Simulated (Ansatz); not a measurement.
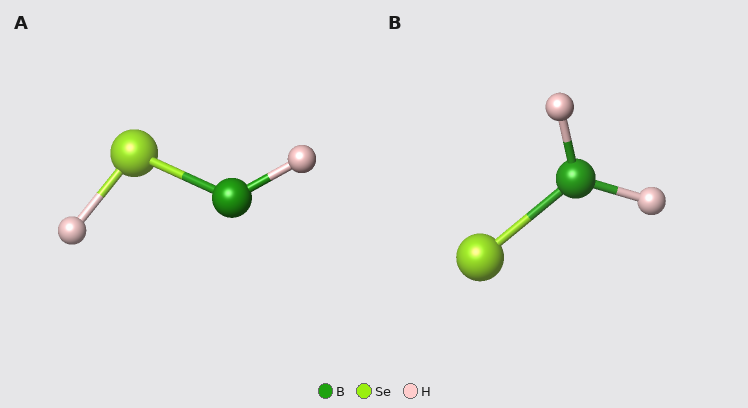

2 stationary structures of one formula. The species is neutral and a spin doublet. Geometries: PBE0-D4/def2-TZVP. Electronic energies: UHF-CCSD(T) (frozen core)/def2-TZVPP (Ansatz 0.2.0), without zero-point energy. No frequency run is at hand to confirm each as a minimum.

> Rank them by energy, lowest first.

B is lowest (C2v); A lies 117.0 kJ/mol above it (Cs).

Give E(B) − E(A) in kJ/mol at these levels too: ωB97M-V/def2-TZVPP; r2SCAN-D4/def2-TZVPP; PBE0-D4/def2-TZVPP; B3LYP-D4/def2-TZVPP; PBE-D4/def2-TZVPP; PBE0-D4/def2-TZVP; UHF-CCSD(T) (frozen core)/def2-TZVPP.

| level | E(B) − E(A) (kJ/mol) |
| --- | --- |
| ωB97M-V/def2-TZVPP | −130.1 |
| r2SCAN-D4/def2-TZVPP | −108.6 |
| PBE0-D4/def2-TZVPP | −114.0 |
| B3LYP-D4/def2-TZVPP | −122.5 |
| PBE-D4/def2-TZVPP | −113.2 |
| PBE0-D4/def2-TZVP | −114.6 |
| UHF-CCSD(T) (frozen core)/def2-TZVPP | −117.0 |
